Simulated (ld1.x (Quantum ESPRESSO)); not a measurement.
# Pseudopotential generation for Cu: PAW, PBE

Aim: build the potential from the settings below, then test how well it stands in for the atom: other configurations, scattering, ghost states and the plane-wave cutoff that it needs.

Method: ld1.x (Quantum ESPRESSO) 7.5, PBE, scalar-relativistic.

**1. Settings**

Typed settings, in words:

```json
{
  "element": "copper (Cu, Z = 29)",
  "type": "PAW",
  "frozen core": "[Ne]",
  "valence charge": "19",
  "reference configuration": "3s2 3p6 3d9.5 4s0 4p0 (charge +1.5)",
  "partial waves": "3s (bound): rcut 0.95, rcutus 1.10 bohr; 4s (bound, empty): rcut 0.95, rcutus 1.10 bohr; 3p (bound): rcut 1.15, rcutus 1.35 bohr; 4p (bound, empty): rcut 1.15, rcutus 1.35 bohr; 3d (bound): rcut 0.65, rcutus 0.75 bohr; 3d channel at 0.3 Ry: rcut 0.65, rcutus 0.75 bohr",
  "local potential": "all-electron potential smoothed inside 1.10 bohr (lloc = -2)",
  "core correction": "Bessel-smoothed model core, default radius (core density twice the valence density)",
  "augmentation charge": "BESSEL, radius 0.50 bohr"
}
```

The nodes and maxima of the atom's own shells, from an earlier all-electron run, set the scale for the radii.

All-electron outer shells of the reference configuration (PBE, scalar-relativistic, ld1.x):

```tsv
shell	level (eV)	outermost node (bohr)	outermost maximum (bohr)
2s	-1078.95	0.07	0.20
2p	-933.46	–	0.16
3s	-131.31	0.29	0.61
3p	-88.73	0.26	0.62
3d	-21.18	–	0.60
4s	-16.88	0.88	2.03
4p	-10.68	0.96	2.54
```

**2. Generation**

Contents of Cu.in:

```
 &input
   title='Cu', zed=29., rel=1, dft='PBE', iswitch=3,
   config='[Ar] 3d9.5 4s0 4p0',
   nld=3, rlderiv=1.50, eminld=-12.0, emaxld=5.0, deld=0.04
 /
 &inputp
   pseudotype=3, lpaw=.true., tm=.true., lloc=-2, rcloc=1.10,
   nlcc=.true., new_core_ps=.true.,
   which_augfun='BESSEL', rmatch_augfun=0.50,
   file_pseudopw='Cu.UPF', file_wfcaegen='ae.wfc', file_wfcncgen='nc.wfc', file_beta='beta', file_chi='chi', file_wfcusgen='us.wfc'
 /
6
3S  1  0   2.00   0.00  0.95  1.10  0.0
4S  2  0   0.00   0.00  0.95  1.10  0.0
3P  2  1   6.00   0.00  1.15  1.35  0.0
4P  3  1   0.00   0.00  1.15  1.35  0.0
3D  3  2   9.50   0.00  0.65  0.75  0.0
3D  3  2   0.00   0.30  0.65  0.75  0.0
 &test
   configts(1)='3s2 3p6 3d9.5 4s0 4p0'
 /
```

Run with:

```console
$ ld1.x < Cu.in > Cu.out
```

What the program wrote to Cu.out (without the banner and most projector matrices):

```text
     Program LD1 v.7.5
     --------------------------- All-electron run ----------------------------

     Cu
     scalar relativistic calculation

     atomic number is 29.00
     dft =PBE   lsd =0 sic =0 latt =0  beta=0.20 tr2=1.0E-14
     Exchange-correlation= PBE
                           (   1   4   3   4   0   0   0)
     mesh =1199 r(mesh) = 100.25372 a.u. xmin = -7.00 dx = 0.01250
     1 Ry =  13.60569312 eV, c = 137.03599908

     n l     nl                  e(Ry)          e(Ha)          e(eV)
     1 0     1S 1( 2.00)      -651.7694      -325.8847     -8867.7748
     2 0     2S 1( 2.00)       -79.3017       -39.6509     -1078.9553
     2 1     2P 1( 6.00)       -68.6083       -34.3041      -933.4632
     3 0     3S 1( 2.00)        -9.6512        -4.8256      -131.3113
     3 1     3P 1( 6.00)        -6.5212        -3.2606       -88.7251
     3 2     3D 1( 9.50)        -1.5566        -0.7783       -21.1793
     4 0     4S 1( 0.00)        -1.2405        -0.6203       -16.8782
     4 1     4P 1( 0.00)        -0.7851        -0.3925       -10.6814

     final scf error:  2.0E-15 reached in  26 iterations

     Etot =   -3308.465613 Ry,   -1654.232806 Ha,  -45013.967838 eV

     Ekin =    3357.739358 Ry,    1678.869679 Ha,   45684.371298 eV
     Encl =   -7933.551707 Ry,   -3966.775853 Ha, -107941.469899 eV
     Eh   =    1401.647232 Ry,     700.823616 Ha,   19070.382102 eV
     Exc  =    -134.300496 Ry,     -67.150248 Ha,   -1827.251339 eV

     normalization and overlap integrals

     s(1S/1S) =  1.000000  <r> =   0.0521  <r2> =    0.0037  r(max) =   0.0341
     s(2S/2S) =  1.000000  <r> =   0.2352  <r2> =    0.0653  r(max) =   0.1960
     s(2P/2P) =  1.000000  <r> =   0.2064  <r2> =    0.0523  r(max) =   0.1585
     s(3S/3S) =  1.000000  <r> =   0.7116  <r2> =    0.5855  r(max) =   0.6112
     s(3P/3P) =  1.000000  <r> =   0.7482  <r2> =    0.6620  r(max) =   0.6189
     s(3D/3D) =  1.000000  <r> =   0.9640  <r2> =    1.2463  r(max) =   0.6036
     s(4S/4S) =  1.000000  <r> =   2.4215  <r2> =    6.7071  r(max) =   2.0293
     s(4P/4P) =  1.000000  <r> =   3.0390  <r2> =   10.6199  r(max) =   2.5414

     ------------------------ End of All-electron run ------------------------

     --------------------- Generating PAW atomic setup --------------------

      Generating local potential from pseudized AE potential:
      Matching radius rcloc =   1.1000
      Enforcing V''(0)=0 (lloc=-2)

      Local pseudo, rcloc= 1.114 Estimated cut-off energy=    25.74 Ry

      Computing core charge for nlcc:

       r > 0.33 : true rho core
      Core charge pseudized with two Bessel functions
      Integrated core pseudo-charge :   7.53
      Wfc-us  3S rcutus= 1.114  Estimated cut-off energy=    42.99 Ry
      Wfc-us  4S rcutus= 1.114  Estimated cut-off energy=    86.49 Ry
      Wfc-us  3P rcutus= 1.360  Estimated cut-off energy=    46.15 Ry
      Wfc-us  4P rcutus= 1.360  Estimated cut-off energy=    87.62 Ry
      Wfc-us  3D rcutus= 0.747  Estimated cut-off energy=   201.60 Ry
      Wfc-us  3D rcutus= 0.747  Estimated cut-off energy=   207.32 Ry

     Required augmentation: BESSEL   radius:    0.500000
     Suggested rho cutoff for augmentation: 396.47 Ry

     Estimated PAW energy = -485.379333 Ryd

     The PAW screened D coefficients
    -0.08641     0.58397     0.00000     0.00000     0.00000     0.00000
     0.58397     0.03649     0.00000     0.00000     0.00000     0.00000
     0.00000     0.00000    -5.30890    -0.65524     0.00000     0.00000
     0.00000     0.00000    -0.65524    -1.28554     0.00000     0.00000
     0.00000     0.00000     0.00000     0.00000    -7.66857    -5.88663
     0.00000     0.00000     0.00000     0.00000    -5.88663    -4.52264

     The PAW descreened D coefficients (US)
    -4.96456    -2.45520     0.00000     0.00000     0.00000     0.00000
    -2.45520    -1.40895     0.00000     0.00000     0.00000     0.00000
     0.00000     0.00000     5.17589    -3.08813     0.00000     0.00000
     0.00000     0.00000    -3.08813    -4.22282     0.00000     0.00000
     0.00000     0.00000     0.00000     0.00000    -5.64436    -4.23535
     0.00000     0.00000     0.00000     0.00000    -4.23535    -3.17550

     ------------------- End of pseudopotential generation -------------------

     [... the all-electron block is printed once more ...]


     Computing logarithmic derivative in   1.49402
     Computing logarithmic derivative in   1.49402
     Computing the partial wave expansion
     R is outside the sphere for l=    0 j= 0.00
     R is outside the sphere for l=    0 j= 0.00
     R is outside the sphere for l=    1 j= 0.00
     R is outside the sphere for l=    1 j= 0.00
     R is outside the sphere for l=    2 j= 0.00
     R is outside the sphere for l=    2 j= 0.00

     ---------------------- Testing the pseudopotential ----------------------

     Cu
     scalar relativistic calculation

     atomic number is 29.00   valence charge is 19.00
     dft = SLA  PW   PBX  PBC   lsd =0 sic =0 latt =0  beta=0.20 tr2=1.0E-14
     mesh =1199 r(mesh) = 100.25372 xmin = -7.00 dx = 0.01250

     n l     nl             e AE (Ry)        e PS (Ry)    De AE-PS (Ry)
     1 0     3S   1( 2.00)       -9.65120       -9.65121        0.00001
     2 1     3P   1( 6.00)       -6.52117       -6.52117       -0.00000
     3 2     3D   1( 9.50)       -1.55665       -1.55666        0.00001
     2 0     4S   1( 0.00)       -1.24053       -1.24052       -0.00001
     3 1     4P   1( 0.00)       -0.78507       -0.78506       -0.00000

     eps = 2.5E-15  iter =  8

     Etot =   -3308.465613 Ry,   -1654.232806 Ha,  -45013.967838 eV
     Etotps =  -485.379325 Ry,    -242.689663 Ha,   -6603.922151 eV

     Ekin =     437.083948 Ry,     218.541974 Ha,    5946.830072 eV
     Encl =   -1119.469829 Ry,    -559.734915 Ha,  -15231.162958 eV
     Ehrt =     331.307055 Ry,     165.653528 Ha,    4507.662120 eV
     Ecxc =    -134.300500 Ry,     -67.150250 Ha,   -1827.251385 eV
     (Ecc =     -45.152035 Ry,     -22.576018 Ha,    -614.324736 eV)

     ---------------------- End of pseudopotential test ----------------------
```

Wall time 2.1 s (1 thread of Neoverse-V1, shared host). This counts the later configuration tests of the new file too.

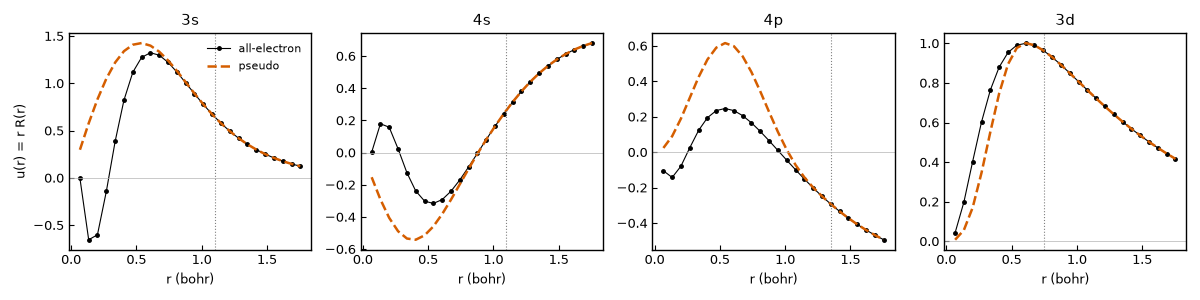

All-electron and pseudo partial waves (3s, 4s, 4p, 3d), with the matching radii dotted. The curves join 26 sampled radii, too few to resolve the innermost nodes.

**3. Configuration tests**

Contents of Cu.test.in:

```
 &input
   title='Cu', zed=29., rel=1, dft='PBE', iswitch=2,
   config='[Ar] 3d9.5 4s0 4p0'
 /
 &test
   file_pseudo='Cu.UPF', nconf=8,
   configts(1)='3s2 3p6 3d9.5 4s0 4p0',
   configts(2)='3s2 3p6 3d10 4s1 4p0',
   configts(3)='3s2 3p6 3d10 4s0 4p0',
   configts(4)='3s2 3p6 3d9 4s0 4p0',
   configts(5)='3s2 3p6 3d9 4s1 4p0',
   configts(6)='3s1 3p6 3d10 4s1 4p0',
   configts(7)='3s2 3p6 3d7 4s0 4p0',
   configts(8)='3s2 3p5 3d10 4s1 4p0'
 /
```

Run with:

```console
$ ld1.x < Cu.test.in > Cu.test.out
```

Cu.test.out, the pseudopotential blocks, each with the warnings that came before it:

```text
     ---------------------- Testing the pseudopotential ----------------------

     Cu
     scalar relativistic calculation

     atomic number is 29.00   valence charge is 19.00
     dft =SLA  PW   PBX  PBC   lsd =0 sic =0 latt =0  beta=0.20 tr2=1.0E-14
     mesh =1199 r(mesh) = 100.25372 xmin = -7.00 dx = 0.01250

     n l     nl             e AE (Ry)        e PS (Ry)    De AE-PS (Ry)
     1 0     3S   1( 2.00)       -9.65120       -9.65121        0.00001
     2 1     3P   1( 6.00)       -6.52117       -6.52117       -0.00000
     3 2     3D   1( 9.50)       -1.55665       -1.55666        0.00001
     2 0     4S   1( 0.00)       -1.24053       -1.24052       -0.00001
     3 1     4P   1( 0.00)       -0.78507       -0.78506       -0.00000

     eps = 2.5E-15  iter =  8

     Etot =   -3308.465613 Ry,   -1654.232806 Ha,  -45013.967838 eV
     Etotps =  -485.379325 Ry,    -242.689663 Ha,   -6603.922151 eV

     Ekin =     437.083949 Ry,     218.541974 Ha,    5946.830073 eV
     Encl =   -1119.469829 Ry,    -559.734915 Ha,  -15231.162958 eV
     Ehrt =     331.307055 Ry,     165.653528 Ha,    4507.662120 eV
     Ecxc =    -134.300500 Ry,     -67.150250 Ha,   -1827.251385 eV
     (Ecc =     -45.152035 Ry,     -22.576018 Ha,    -614.324736 eV)

     ---------------------- End of pseudopotential test ----------------------

     ---------------------- Testing the pseudopotential ----------------------

     Cu
     [...]
     n l     nl             e AE (Ry)        e PS (Ry)    De AE-PS (Ry)
     1 0     3S   1( 2.00)       -8.43051       -8.43082        0.00031
     2 1     3P   1( 6.00)       -5.30241       -5.30187       -0.00054
     3 2     3D   1(10.00)       -0.37027       -0.37028        0.00001
     2 0     4S   1( 1.00)       -0.33878       -0.33886        0.00008
     3 1     4P   1( 0.00)       -0.05121       -0.05129        0.00008

     eps = 5.9E-15  iter = 12

     Etot =   -3309.701531 Ry,   -1654.850765 Ha,  -45030.783357 eV
     Etotps =  -486.615384 Ry,    -243.307692 Ha,   -6620.739579 eV
     dEtot_ae =      -1.235918 Ry
     dEtot_ps =      -1.236058 Ry,   Delta E=       0.000140 Ry

     [...]
     ---------------------- End of pseudopotential test ----------------------

     ---------------------- Testing the pseudopotential ----------------------

     Cu
     [...]
     n l     nl             e AE (Ry)        e PS (Ry)    De AE-PS (Ry)
     1 0     3S   1( 2.00)       -9.06400       -9.06393       -0.00007
     2 1     3P   1( 6.00)       -5.93825       -5.93854        0.00029
     3 2     3D   1(10.00)       -1.00387       -1.00390        0.00003
     2 0     4S   1( 0.00)       -0.87409       -0.87404       -0.00005
     3 1     4P   1( 0.00)       -0.48142       -0.48135       -0.00006

     eps = 1.9E-15  iter = 15

     Etot =   -3309.102669 Ry,   -1654.551334 Ha,  -45022.635421 eV
     Etotps =  -486.016434 Ry,    -243.008217 Ha,   -6612.590457 eV
     dEtot_ae =      -0.637056 Ry
     dEtot_ps =      -0.637109 Ry,   Delta E=       0.000053 Ry

     [...]
     ---------------------- End of pseudopotential test ----------------------

     ---------------------- Testing the pseudopotential ----------------------

     Cu
     [...]
     n l     nl             e AE (Ry)        e PS (Ry)    De AE-PS (Ry)
     1 0     3S   1( 2.00)      -10.31083      -10.31095        0.00012
     2 1     3P   1( 6.00)       -7.17487       -7.17420       -0.00067
     3 2     3D   1( 9.00)       -2.17762       -2.17750       -0.00012
     2 0     4S   1( 0.00)       -1.64243       -1.64255        0.00013
     3 1     4P   1( 0.00)       -1.12816       -1.12845        0.00030

     eps = 4.8E-15  iter = 11

     Etot =   -3307.534761 Ry,   -1653.767381 Ha,  -45001.302955 eV
     Etotps =  -484.448433 Ry,    -242.224216 Ha,   -6591.256709 eV
     dEtot_ae =       0.930852 Ry
     dEtot_ps =       0.930893 Ry,   Delta E=      -0.000041 Ry

     [...]
     ---------------------- End of pseudopotential test ----------------------

     ---------------------- Testing the pseudopotential ----------------------

     Cu
     [...]
     n l     nl             e AE (Ry)        e PS (Ry)    De AE-PS (Ry)
     1 0     3S   1( 2.00)       -9.50984       -9.51018        0.00033
     2 1     3P   1( 6.00)       -6.37323       -6.37091       -0.00232
     3 2     3D   1( 9.00)       -1.38593       -1.38538       -0.00055
     2 0     4S   1( 1.00)       -0.99920       -0.99947        0.00027
     3 1     4P   1( 0.00)       -0.56486       -0.56541        0.00055

     eps = 4.0E-15  iter = 17

     Etot =   -3308.850568 Ry,   -1654.425284 Ha,  -45019.205425 eV
     Etotps =  -485.764581 Ry,    -242.882290 Ha,   -6609.163816 eV
     dEtot_ae =      -0.384956 Ry
     dEtot_ps =      -0.385255 Ry,   Delta E=       0.000300 Ry

     [...]
     ---------------------- End of pseudopotential test ----------------------

     ---------------------- Testing the pseudopotential ----------------------

     Cu
     [...]
     n l     nl             e AE (Ry)        e PS (Ry)    De AE-PS (Ry)
     1 0     3S   1( 1.00)       -9.60294       -9.60333        0.00039
     2 1     3P   1( 6.00)       -6.46440       -6.46586        0.00147
     3 2     3D   1(10.00)       -1.45712       -1.45728        0.00016
     2 0     4S   1( 1.00)       -1.00538       -1.00526       -0.00012
     3 1     4P   1( 0.00)       -0.56686       -0.56663       -0.00022

     eps = 2.7E-15  iter = 15

     Etot =   -3300.717584 Ry,   -1650.358792 Ha,  -44908.550533 eV
     Etotps =  -477.629079 Ry,    -238.814539 Ha,   -6498.474669 eV
     dEtot_ae =       7.748029 Ry
     dEtot_ps =       7.750247 Ry,   Delta E=      -0.002218 Ry

     [...]
     ---------------------- End of pseudopotential test ----------------------

     Warning: n=3, l=2 expected 0 nodes, found 1
     ---------------------- Testing the pseudopotential ----------------------

     Cu
     [...]
     n l     nl             e AE (Ry)        e PS (Ry)    De AE-PS (Ry)
     1 0     3S   1( 2.00)      -13.50856      -13.50775       -0.00080
     2 1     3P   1( 6.00)      -10.33679      -10.32371       -0.01309  !
     3 2     3D   1( 7.00)       -5.21378       -5.20703       -0.00675  !
     2 0     4S   1( 0.00)       -3.53893       -3.54373        0.00480
     3 1     4P   1( 0.00)       -2.81949       -2.83524        0.01575  !

     eps = 7.7E-15  iter = 27

     Etot =   -3300.278327 Ry,   -1650.139164 Ha,  -44902.574139 eV
     Etotps =  -477.195520 Ry,    -238.597760 Ha,   -6492.575801 eV
     dEtot_ae =       8.187286 Ry
     dEtot_ps =       8.183806 Ry,   Delta E=       0.003480 Ry

     [...]
     ---------------------- End of pseudopotential test ----------------------

     ---------------------- Testing the pseudopotential ----------------------

     Cu
     [...]
     n l     nl             e AE (Ry)        e PS (Ry)    De AE-PS (Ry)
     1 0     3S   1( 2.00)       -9.58993       -9.59336        0.00343
     2 1     3P   1( 5.00)       -6.45223       -6.44366       -0.00857  !
     3 2     3D   1(10.00)       -1.44585       -1.44329       -0.00257
     2 0     4S   1( 1.00)       -1.00631       -1.00794        0.00164
     3 1     4P   1( 0.00)       -0.56762       -0.57053        0.00291

     eps = 5.0E-15  iter = 18

     Etot =   -3303.855838 Ry,   -1651.927919 Ha,  -44951.248655 eV
     Etotps =  -480.771534 Ry,    -240.385767 Ha,   -6541.229947 eV
     dEtot_ae =       4.609775 Ry
     dEtot_ps =       4.607792 Ry,   Delta E=       0.001983 Ry

     [...]
     ---------------------- End of pseudopotential test ----------------------
```

Excitation and ionisation energies from 3s2 3p6 3d9.5 4s0 4p0, with the error of the potential. A star marks tests that logged a warning.

```csv
valence configuration,charge,ΔE all-electron (eV),error AE − PS (meV)
3s2 3p6 3d10 4s1 4p0,0,-16.816,+1.9
3s2 3p6 3d10 4s0 4p0,+1,-8.668,+0.7
3s2 3p6 3d9 4s0 4p0,+2,12.665,-0.6
3s2 3p6 3d9 4s1 4p0,+1,-5.238,+4.1
3s1 3p6 3d10 4s1 4p0,+1,105.417,-30
3s2 3p6 3d7 4s0 4p0 *,+4,111.394,+47
3s2 3p5 3d10 4s1 4p0,+1,62.719,+27
```

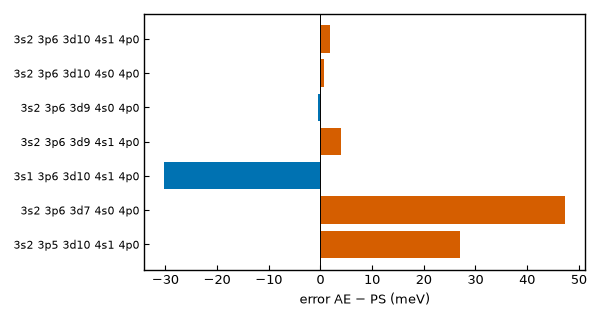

Error of the potential in each test configuration.

**4. Scattering by logarithmic derivatives**

Taken from the files of the generation run. The phase is arctan(r·u′/u) with u = r·R, unwrapped, with energies in Ry. A pole is an energy at which the radial function vanishes at the test radius. The pseudo phase is shifted by a multiple of π to meet the all-electron one at the reference energy. Levels narrower than the energy grid can be missing from the poles. The last column is the largest difference on the grid between −1 and +1 Ry.

| channel | radius (bohr) | reference (Ry) | poles AE | poles PS | window around the reference with phases within 0.05 rad (Ry) | largest difference near zero (rad) |
| --- | --- | --- | --- | --- | --- | --- |
| s | 1.49 | -1.24 | -9.31 | -9.31 | the whole range | 0.002 |
| p | 1.49 | -0.79 | -6.01 | -6.01 | the whole range | 0.001 |
| d | 1.49 | -1.56 | -0.57 | -0.57 | the whole range | 0.000 |

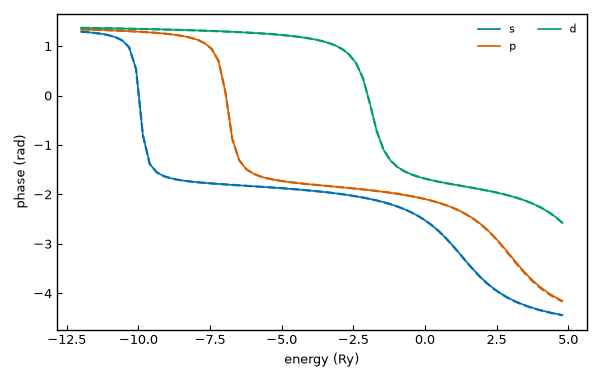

All-electron (solid) and pseudo (dashed) phases against energy.

**5. Cutoff and ghost test in a Bessel basis**

A separate test, outside the generator: the pseudo-atom's Hamiltonian at the reference potential is diagonalised in spherical Bessel functions j_l(qr) that vanish at 20 bohr, with q² up to the cutoff.

All-electron valence levels (Ry): 3s -9.6512, 4s -1.2405, 3p -6.5212, 4p -0.7851, 3d -1.5567. The lowest levels of each channel (Ry) by cutoff; the last column sums, over occupied levels, occupation times the distance from the level at 400 Ry. A positive value at high cutoff is not a bound level.

```
cutoff (Ry)     s #1     s #2     p #1     p #2     d #1     f #1  Σ f·Δε (mRy)
          8  -7.8979  -1.0052  -4.5632  -0.5845  -0.3869  -0.1444       26367.6
         15  -9.0956  -1.1307  -6.0641  -0.6701  -0.4077  -0.1445       14768.9
         25  -9.5473  -1.1934  -6.4494  -0.7038  -0.4345  -0.1445       11298.8
         40  -9.6463  -1.2242  -6.5170  -0.7272  -0.4954  -0.1445       10116.5
         55  -9.6505  -1.2360  -6.5203  -0.7617  -0.6133  -0.1445        8968.4
         90  -9.6511  -1.2405  -6.5211  -0.7842  -1.1395  -0.1445        3963.9
        120  -9.6512  -1.2405  -6.5212  -0.7850  -1.4338  -0.1445        1166.8
        180  -9.6512  -1.2406  -6.5212  -0.7851  -1.5537  -0.1445          27.7
        260  -9.6513  -1.2406  -6.5212  -0.7851  -1.5557  -0.1445           8.4
        400  -9.6513  -1.2406  -6.5212  -0.7851  -1.5566  -0.1445           0.0
```

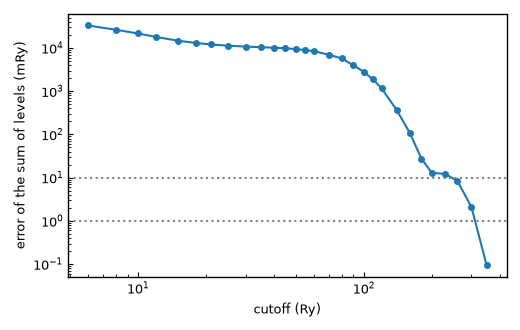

Occupation-weighted error of the valence levels against the cutoff; the dotted lines mark 10 and 1 mRy.

The sum stays within 10 mRy from 260 Ry and within 1 mRy only somewhere over 300 Ry. The sum leaves out empty levels, which can need more. Ghost test: no level below the all-electron spectrum of its channel (s, p, d, f tested).

**6. Summary of results**

| quantity | value |
| --- | --- |
| cutoffs for 10 and 1 mRy, occupied levels | 260 Ry and over 300 Ry |
| bound ghosts | none found |
| largest test error (AE − PS) | +47 meV, for 3s2 3p6 3d7 4s0 4p0 (this test logged a warning) |
| largest phase difference near zero energy, channels read | 0.002 rad |
| lowest eigenvalue of the overlap (Bessel basis) | 0.095 (p) |

What this shows: By total energies transferability is fair: the largest error is 47 meV on 111.4 eV, for 3s2 3p6 3d7 4s0 4p0. That test lies far up in energy; among those under 40 eV, nearer to bonding, the largest error is 4.1 meV. By its cutoff, 260 Ry for the looser tolerance, it is very hard. The tighter tolerance needs over 300 Ry, and converged work needs a cutoff nearer that. The slowest occupied level is 3d: taken alone it needs 260 Ry to come within 1 mRy, against 50 Ry for 3s. The Bessel-basis test finds no level below the valence levels. Near zero energy the phases of the channels with partial waves agree within 0.002 rad. These are tests on the free atom; a crystal test is still owed.
